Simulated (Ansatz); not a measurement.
# Nudged elastic band of GeSiH5ClF2

- system: GeSiH5ClF2
- method: RHF/def2-SVP (Ansatz 0.2.0)

The run did not end well. One setting was made poor on purpose. It belongs to a series of runs on one base structure; here: band between the two ends.

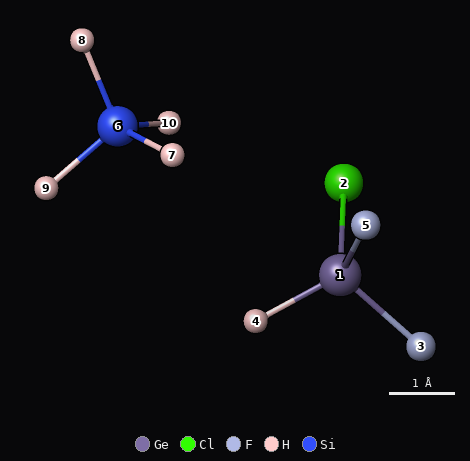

Fig. 1: The input geometry (ball-and-stick view, seen at a tilt; atoms are numbered from 1 in the order of the input). Sticks mark near contacts. Bond lengths as drawn: Cl–Ge 2.12 Å, F–Ge 1.70 Å, Ge–H 1.51 Å and H–Si 1.48 Å.

Outcome:

- outcome: not converged
- barrier, forward (band not converged): 4.511 eV
- barrier, backward: 3.887 eV
- hardware: 2 threads of Arm Neoverse V2, 24 GiB of memory available, shared host
- wall time: 33 s (CPU time 63 s)
- peak memory: 0.3 GiB

What went wrong:

The run did not converge: “NEB band did not converge after 3 iterations: max|band force component| = 6.96e0 eV/Å (threshold 3.0e-2); raise `neb.max_iterations` in a new run, which can start from the last band evaluated (`neb.initial_path`, with `crystal.atoms` and `neb.final_atoms` set to its first and last images), add images, or start from endpoints closer to local minima …” Its last values are not results. A deliberately poor setting: few iterations.

Input:
```yaml
crystal:
  periodic: [false, false, false]
  atoms:
    - { symbol: Ge, position_ang: [0.961854, 0.040759, -0.098618] }
    - { symbol: Cl, position_ang: [1.71016, -0.018818, 1.880891] }
    - { symbol: F, position_ang: [2.281037, -0.079973, -1.1654] }
    - { symbol: H, position_ang: [0.14328, 1.266694, -0.409043] }
    - { symbol: F, position_ang: [0.049643, -1.36967, -0.364447] }
    - { symbol: Si, position_ang: [-3.570557, 0.006606, 1.387478] }
    - { symbol: H, position_ang: [-3.635337, -0.880753, 0.20501] }
    - { symbol: H, position_ang: [-4.477189, -0.492706, 2.445347] }
    - { symbol: H, position_ang: [-3.97028, 1.379465, 0.99671] }
    - { symbol: H, position_ang: [-2.18051, 0.042297, 1.903772] }
basis:
  gaussian: { orbitals: def2-SVP }
hamiltonian:
  xc: hf
neb:
  order_check: false
  images: 5
  f_tol: 0.03
  max_iterations: 3
  final_atoms:
    - { symbol: Ge, position_ang: [-0.66501782, -0.14945302, -0.41921289] }
    - { symbol: Cl, position_ang: [-0.03016607, 1.14339046, 3.20018703] }
    - { symbol: F, position_ang: [0.5626684, -0.70274249, 0.67811147] }
    - { symbol: H, position_ang: [-0.07992365, 1.07786763, -1.10534255] }
    - { symbol: F, position_ang: [-0.69733793, -1.4027579, -1.59973804] }
    - { symbol: Si, position_ang: [-2.79224614, -0.08170704, 0.70742788] }
    - { symbol: H, position_ang: [-3.82399498, -0.39842234, -0.30365478] }
    - { symbol: H, position_ang: [-2.78013803, -1.09662379, 1.77888229] }
    - { symbol: H, position_ang: [-3.00685395, 1.27549915, 1.24683153] }
    - { symbol: H, position_ang: [0.62511117, 0.22885033, 2.59820805] }
  initial_path:
    images:
      - { positions_ang: [[0.961854, 0.040759, -0.098618], [1.71016, -0.018818, 1.880891], [2.281037, -0.079973, -1.1654], [0.14328, 1.266694, -0.409043], [0.049643, -1.36967, -0.364447], [-3.570557, 0.006606, 1.387478], [-3.635337, -0.880753, 0.20501], [-4.477189, -0.492706, 2.445347], [-3.97028, 1.379465, 0.99671], [-2.18051, 0.042297, 1.903772]] }
      - { positions_ang: [[0.64080885, 0.02576008, -0.06656037], [1.14132831, -0.01339587, 2.10977719], [2.04796862, -0.05642883, -0.96522997], [-0.14731035, 1.26526263, -0.44538786], [-0.23282116, -1.37082429, -0.42943641], [-3.20586527, 0.00563941, 1.20009044], [-3.51315339, -0.88872725, 0.13718484], [-3.8268976, -0.47317924, 2.36929845], [-3.65386948, 1.37110022, 0.90476569], [-1.93808753, 0.02869413, 1.967198]] }
      - { positions_ang: [[0.31976369, 0.01076117, -0.03450275], [0.57249663, -0.00797374, 2.33866338], [1.81490025, -0.03288467, -0.76505994], [-0.43790069, 1.26383126, -0.48173271], [-0.51528533, -1.37197858, -0.49442582], [-2.84117354, 0.00467283, 1.01270288], [-3.39096979, -0.8967015, 0.06935968], [-3.17660619, -0.45365247, 2.29324991], [-3.33745896, 1.36273544, 0.81282138], [-1.69566506, 0.01509126, 2.030624]] }
      - { positions_ang: [[-0.00128146, -0.00423775, -0.00244512], [0.00366494, -0.00255161, 2.56754956], [1.58183187, -0.0093405, -0.56488991], [-0.72849104, 1.26239989, -0.51807757], [-0.79774949, -1.37313287, -0.55941523], [-2.47648182, 0.00370624, 0.82531532], [-3.26878618, -0.90467574, 0.00153452], [-2.52631479, -0.43412571, 2.21720136], [-3.02104844, 1.35437066, 0.72087707], [-1.45324259, 0.00148839, 2.09405]] }
      - { positions_ang: [[-0.22252692, -0.05264284, -0.14136771], [-0.00761206, 0.37942908, 2.77842872], [1.24211071, -0.24047449, -0.15055612], [-0.51230191, 1.20088914, -0.71383256], [-0.76427897, -1.38300788, -0.9061895], [-2.58173659, -0.02476485, 0.78601951], [-3.45385578, -0.73592461, -0.10019525], [-2.61092253, -0.6549584, 2.07109501], [-3.01631695, 1.32808016, 0.89619522], [-0.760458, 0.07727571, 2.26210269]] }
      - { positions_ang: [[-0.44377237, -0.10104793, -0.2802903], [-0.01888907, 0.76140977, 2.98930788], [0.90238956, -0.47160849, 0.26377768], [-0.29611278, 1.13937839, -0.90958756], [-0.73080845, -1.39288289, -1.25296377], [-2.68699136, -0.05323595, 0.74672369], [-3.63892538, -0.56717348, -0.20192501], [-2.69553028, -0.87579109, 1.92498865], [-3.01158545, 1.30178966, 1.07151338], [-0.06767341, 0.15306302, 2.43015537]] }
      - { positions_ang: [[-0.66501782, -0.14945302, -0.41921289], [-0.03016607, 1.14339046, 3.20018703], [0.5626684, -0.70274249, 0.67811147], [-0.07992365, 1.07786763, -1.10534255], [-0.69733793, -1.4027579, -1.59973804], [-2.79224614, -0.08170704, 0.70742788], [-3.82399498, -0.39842234, -0.30365478], [-2.78013803, -1.09662379, 1.77888229], [-3.00685395, 1.27549915, 1.24683153], [0.62511117, 0.22885033, 2.59820805]] }
```

Launched with:
```bash
ansatz run input.yaml --threads 2 --pin off --max-ram 3072MiB --backend cpu --events-out ev --progress --plain --runs-dir out
```

Output:
```
Engine: ansatz 0.2.0, aarch64-unknown-linux-gnu
Functional definition: HF
  exchange = exact_x
  correlation = 0
1235 factors; integrals over basis functions are off by at most 2.9e-4 eV
mean field evaluation 1: about -82311.9362 eV, gradient 3.8e1 eV
mean field evaluation 2: about -82311.9730 eV, gradient 3.8e1 eV
mean field evaluation 4: about -82315.1341 eV, gradient 2.7e0 eV
mean field evaluation 8: about -82315.1710 eV, gradient 1.4e-4 eV
mean field -82315.17102654 eV, -3025.0267399984 hartree, gradient 1.4e-5 eV, S^2 0.000000; 0 other end points of the search recorded, 0 dependent functions left out
the calculation of the forces begins
reference -82315.17102654 eV, -3025.0267399984 hartree; 43, 43 occupied and 78, 78 virtual orbitals, 1235 factors
1239 factors; integrals over basis functions are off by at most 6.3e-4 eV
mean field evaluation 16: about -82314.5395 eV, gradient 7.5e-1 eV
mean field -82314.54663074 eV, -3025.0037938762 hartree, gradient 9.6e-6 eV, S^2 0.000000; 0 other end points of the search recorded, 0 dependent functions left out
[... from here on the field's lines of each further geometry are left out, up to the last ...]
NEB iter   1: max|band force component| = 4.655e1 eV/Å  barrier→ = 11.8788 eV  barrier← = 11.2544 eV  Δτ_max = 0.2000 Å  (243 SCF iters)
NEB iter   2: max|band force component| = 1.197e1 eV/Å  barrier→ = 5.0192 eV  barrier← = 4.3948 eV  Δτ_max = 0.2000 Å  (183 SCF iters)
the calculation of the forces begins
reference -82313.15804526 eV, -3024.9527643009 hartree; 43, 43 occupied and 78, 78 virtual orbitals, 1242 factors
these checks for a lower state are left out or cut short: starts, cluster_reference, orbital_swaps, neighbouring_geometries, increment
1238 factors; integrals over basis functions are off by at most 7.4e-4 eV
mean field -82313.45801570 eV, -3024.9637880114 hartree, gradient 3.7e-5 eV, S^2 0.000000; 0 other end points of the search recorded, 0 dependent functions left out
the calculation of the forces begins
reference -82313.45801570 eV, -3024.9637880114 hartree; 43, 43 occupied and 78, 78 virtual orbitals, 1238 factors
NEB iter   3: max|band force component| = 6.957e0 eV/Å  barrier→ = 4.5110 eV  barrier← = 3.8866 eV  Δτ_max = 0.2000 Å  (163 SCF iters)
```

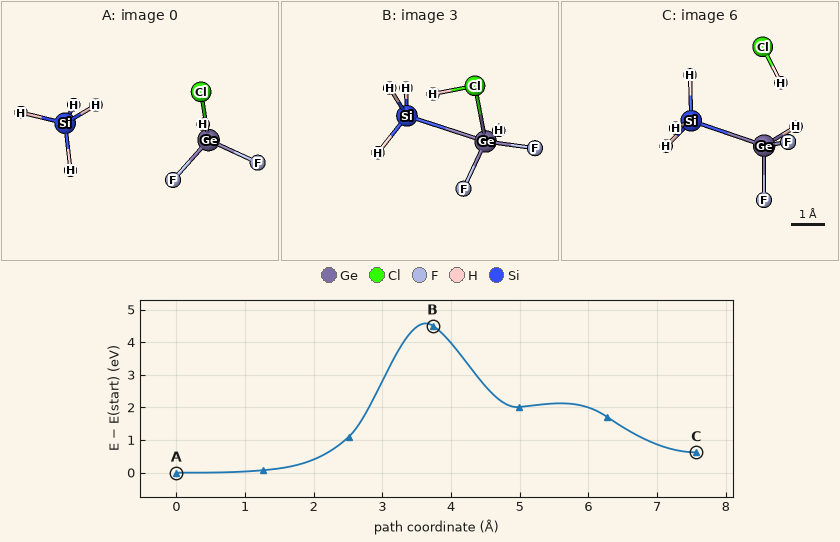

Fig. 2: Images of the last band (counted from 0; ball-and-stick, seen at a tilt) above the energy along the path; the line is a cubic interpolation that uses the forces. The highest image is number 3, 4.511 eV above the start and 3.887 eV above the end; the end lies 0.624 eV above the start. The path is 7.57 Å long. The band had not converged after 3 iterations.

```
Unfinished report: {"positions_ang":[[-0.16537199690055068,0.05133042818274396,-0.055436217385626554],[0.2153007595749892,-0.07176816747258753,2.3487531582199583],[1.54252128672856,-0.0007684607677758293,-0.19187433538114212],[-0.44313846809934704,1.366715815379083,-0.7340513360144514],[-0.48782325356245904,-1.4978841276879284,-0.6971599751221175],[-2.6530610255204086,0.06097906662030315,0.8463693336773603],[-3.4493178245920726,-0.9581836730611413,0.15626327817491026],[-2.6699713352692664,-0.3262022848010553,2.3114741111756527],[-3.2561014966339474,1.4145227664906304,0.8062424739470648],[-1.320935645725497,-0.14484036288227206,1.9911195087083908]],"unchecked":["starts","cluster_reference","orbital_swaps","neighbouring_geometries","increment"],"mean_field":{"relativity":"none","state":{"energy":{"ev":-82310.66003910996,"hartree":-3024.860964268063},"converged":true,"gradient_ev":0.000041804199904959565,"stability":{"kind":"minimum","curvature_ev":27.95485970082781},"curvature_floor_ev":0.00030000000000000003,"spin_squared":-2.842170943040401e-14},"others":[],"fillings":{"estimated":0,"unestimated":0,"tried":0,"untried":0,"excluded_magnetic_sites":0},"n_dropped_functions":0,"n_trapped_functions":0,"passes":{"evaluations":4,"products":30},"factors":{"origin":"Cholesky decomposition","count":1241,"bound_ev":0.0016422487570797507},"gradient_stop_ev":0.00009,"reference_kind":"stationary","symmetry":{"irreps":["A"],"axes":[[0.999952336411708,-0.005362857819775537,-0.00815871685812714],[0.005316093815275366,0.9999693797232092,-0.005742713864325401],[0.008189264393912718,0.005699067641746021,0.9999502270496774]],"occupied":[{"A":43},{"A":43}]},"held":{"pivots":1235,"left_out":0,"joined":6},"density_repulsion":{"missed_ev":0.000014151094612829938,"excess_ev":0.0,"most_excess_ev":0.0002322,"are_drawn_again":false,"n_first_factors":1241,"energy_change_ev":0.0,"n_dropped_ends":0}},"factors":{"origin":"Cholesky decomposition","count":1241,"bound_ev":0.0016422487570797507},"n_frozen":0,"n_occupied":[43,43],"n_virtual":[78,78],"reference":{"ev":-82310.66003910996,"hartree":-3024.860964268063},"total":{"ev":-82310.66003910996,"hartree":-3024.860964268063},"forces_ev_per_angstrom":[[-1.0937608264434615,0.269959710385273,0.47070024921186526],[-0.8319493656417455,-0.016824855404803444,0.25252725661770553],[0.31957092675873144,-0.12056646448679738,-0.05158564326553897],[0.29370369212825365,0.3185535108492624,-0.49609029797600535],[0.15699934268446733,-0.32013159129590735,-0.41396717889005386],[-0.42999647960070275,0.1953477390514756,-0.8600899108515261],[-0.1990525159742055,-0.12041842416321037,-0.013299906054414883],[0.056958587978135314,0.02269539296779101,0.14423885426820937],[-0.020915144337052764,-0.0585979825424552,0.0320352657425077],[1.7484417824402663,-0.1700170353615265,0.9355313112017456]],"charge_distribution":{"dipole_moment_e_ang":[-0.6873287903324589,0.3747164387128976,0.21652816007195613],"mulliken_charges_e":[1.213239656936981,-0.2972985911355579,-0.5248996912935162,-0.121433262500376,-0.5161911814330598,0.2464842867298067,-0.07834215521643895,-0.10344056893011055,-0.09468669334205204,0.2765682001842916],"lowdin_charges_e":[-0.05428798664228651,0.12086524199401083,-0.10141136274158313,-0.0726459550027434,-0.0779033617077971,0.2641479167133429,-0.07102674489593874,-0.042571424187736184,-0.08096046588525607,0.11579414235598506]},"n_threads":2,"memory_gib":2.556818182580173,"seconds":{"hamiltonian":1.897691319,"orbitals":0.0,"second_order":0.0,"solver_start":0.0,"cycles":0.0,"cycle":0.0,"perturbative":0.0,"full_ci_increment":0.0,"forces":0.0}}
this run last wrote the band of iteration 3 to [file]
Error: NEB band did not converge after 3 iterations: max|band force component| = 6.96e0 eV/Å (threshold 3.0e-2); raise `neb.max_iterations` in a new run, which can start from the last band evaluated (`neb.initial_path`, with `crystal.atoms` and `neb.final_atoms` set to its first and last images), add images, or start from endpoints closer to local minima. Where this run's directory can be resumed (`checkpoint.write`), a resume goes on for up to `neb.max_iterations` more; to start a new run from the last band, take its images' positions from the `neb_iteration` event of iteration 3 (`data.images[].positions_ang`), in the event stream of the run that computed that iteration (not this run's, if it was resumed behind it). With `checkpoint.write`, `steps/00-neb/state/checkpoint.json` in the run directory holds the last saved band, under `neb.evaluated.images[].positions_ang` (a band under a hybrid functional on support functions is neither saved nor resumed: `neb.initial_path` says where its path is): check the last entry of `neb.iterations` there, which is earlier than 3 if that iteration was not saved or its write failed. If the band's step has no `state` directory and holds `state.next`, a write was cut short, and the file is under `state.next` instead (behind a loss of power it can be under `state.prev`)
this run wrote the band of iteration 3 to [file] as well, whether or not its events were kept: a new run's `neb.initial_path` can list its `images[].positions_ang`
a run's events are kept only if it was started with --events-out <file>, and are in that file
```

The last band as extended XYZ (Å, eV, eV/Å):
```
10
Properties=species:S:1:pos:R:3:forces:R:3 image=0 energy=-82315.17103
Ge    0.9619    0.0408   -0.0986    0.0029   0.0001  -0.0064
Cl    1.7102   -0.0188    1.8809   -0.0028  -0.0036  -0.0004
F     2.2810   -0.0800   -1.1654   -0.0066  -0.0013   0.0063
H     0.1433    1.2667   -0.4090    0.0035  -0.0015   0.0013
F     0.0496   -1.3697   -0.3644    0.0037   0.0061   0.0009
Si   -3.5706    0.0066    1.3875    0.0014   0.0016  -0.0014
H    -3.6353   -0.8808    0.2050   -0.0010  -0.0002   0.0024
H    -4.4772   -0.4927    2.4453    0.0047  -0.0002   0.0029
H    -3.9703    1.3795    0.9967   -0.0021  -0.0036   0.0003
H    -2.1805    0.0423    1.9038   -0.0037   0.0028  -0.0058
10
Properties=species:S:1:pos:R:3:forces:R:3 image=1 energy=-82315.09728
Ge    0.6003    0.0334   -0.0162   -0.2186   0.2152   0.0489
Cl    1.1335   -0.0313    2.0313    0.1367  -0.0404  -0.0073
F     2.0200   -0.0452   -0.9343    0.2782  -0.0583  -0.1397
H    -0.2020    1.2434   -0.4187    0.0310   0.0371   0.0498
F    -0.2685   -1.3697   -0.4147    0.0213  -0.1652   0.0176
Si   -3.2083    0.0025    1.3111    0.1022   0.1763  -0.2068
H    -3.3108   -0.8836    0.1379   -0.0308  -0.0939  -0.0465
H    -4.0448   -0.4841    2.4097   -0.2333  -0.0697   0.2019
H    -3.6005    1.3731    0.9040   -0.0743   0.0050   0.0549
H    -1.8069    0.0553    1.7716   -0.0124  -0.0063   0.0273
10
Properties=species:S:1:pos:R:3:forces:R:3 image=2 energy=-82314.07849
Ge    0.2040    0.0298    0.0739    0.5650   0.2914   0.0537
Cl    0.6529   -0.0723    2.1587    0.6795  -0.0503   0.1153
F     1.7835    0.0131   -0.5200    0.6896  -0.0353  -0.6104
H    -0.4671    1.2427   -0.5457   -0.0989  -0.1910   0.3829
F    -0.4689   -1.3970   -0.5639   -0.1158  -0.0454   0.2572
Si   -2.9134    0.0237    1.1552   -0.2428   0.0132   0.7130
H    -3.2769   -0.9161    0.0873    0.1795  -0.0365  -0.1461
H    -3.3564   -0.4376    2.4524   -1.2587  -0.1365   0.5121
H    -3.3115    1.4033    0.8070   -0.0646   0.0098   0.0188
H    -1.5341    0.0044    1.6768   -0.3328   0.1806  -1.2965
10
Properties=species:S:1:pos:R:3:forces:R:3 image=3 energy=-82310.66004
Ge   -0.1654    0.0513   -0.0554   -1.0938   0.2700   0.4707
Cl    0.2153   -0.0718    2.3488   -0.8319  -0.0168   0.2525
F     1.5425   -0.0008   -0.1919    0.3196  -0.1206  -0.0516
H    -0.4431    1.3667   -0.7341    0.2937   0.3186  -0.4961
F    -0.4878   -1.4979   -0.6972    0.1570  -0.3201  -0.4140
Si   -2.6531    0.0610    0.8464   -0.4300   0.1953  -0.8601
H    -3.4493   -0.9582    0.1563   -0.1991  -0.1204  -0.0133
H    -2.6700   -0.3262    2.3115    0.0570   0.0227   0.1442
H    -3.2561    1.4145    0.8062   -0.0209  -0.0586   0.0320
H    -1.3209   -0.1448    1.9911    1.7484  -0.1700   0.9355
10
Properties=species:S:1:pos:R:3:forces:R:3 image=4 energy=-82313.15805
Ge   -0.4031   -0.0026   -0.2905   -2.8665   0.6575  -0.2028
Cl    0.2799    0.1828    2.8655    2.9234   0.8023   1.5394
F     1.1952   -0.1270    0.1127    2.0752  -0.2777   0.8026
H    -0.4539    1.3046   -1.0435    0.1393   0.1438  -0.7659
F    -0.5930   -1.4725   -1.1290    0.0061  -0.4888  -0.8390
Si   -2.6179    0.0063    0.8134    0.1825   0.0585  -0.2351
H    -3.4681   -0.8580   -0.0236   -0.0177  -0.0094  -0.1245
H    -2.6843   -0.4724    2.2000    0.0353  -0.1088   0.2077
H    -3.1091    1.4065    0.7802    0.0949  -0.0449  -0.0193
H    -0.8335   -0.0738    2.4964   -2.5724  -0.7326  -0.3632
10
Properties=species:S:1:pos:R:3:forces:R:3 image=5 energy=-82313.45802
Ge   -0.5647   -0.0833   -0.4203   -2.0109   0.3347  -0.0865
Cl    0.0791    0.7932    3.1249    1.8268   7.0555   5.3826
F     0.8382   -0.3986    0.4168    1.8179  -0.5345   1.2487
H    -0.3119    1.2336   -1.0899    0.0965   0.2684  -0.6894
F    -0.6252   -1.4476   -1.4438   -0.0412  -0.1371  -0.5827
Si   -2.6494   -0.0590    0.8245   -0.1633   0.0705  -0.8330
H    -3.5715   -0.6608   -0.1790   -0.0258   0.0629   0.2062
H    -2.7371   -0.7808    2.0921    0.1716  -0.1681   0.2259
H    -2.9797    1.3717    0.9839   -0.0258   0.0260   0.1280
H    -0.1657   -0.0746    2.4724   -1.6457  -6.9784  -4.9998
10
Properties=species:S:1:pos:R:3:forces:R:3 image=6 energy=-82314.54663
Ge   -0.6650   -0.1495   -0.4192    0.0150  -0.0056  -0.0047
Cl   -0.0302    1.1434    3.2002   -0.0080   0.0088   0.0090
F     0.5627   -0.7027    0.6781   -0.0074   0.0005  -0.0086
H    -0.0799    1.0779   -1.1053   -0.0035  -0.0002   0.0000
F    -0.6973   -1.4028   -1.5997    0.0008   0.0052   0.0122
Si   -2.7922   -0.0817    0.7074    0.0013   0.0044  -0.0037
H    -3.8240   -0.3984   -0.3037   -0.0014   0.0001   0.0036
H    -2.7801   -1.0966    1.7789   -0.0015  -0.0005   0.0011
H    -3.0069    1.2755    1.2468   -0.0007  -0.0029  -0.0001
H     0.6251    0.2288    2.5982    0.0054  -0.0099  -0.0088
```
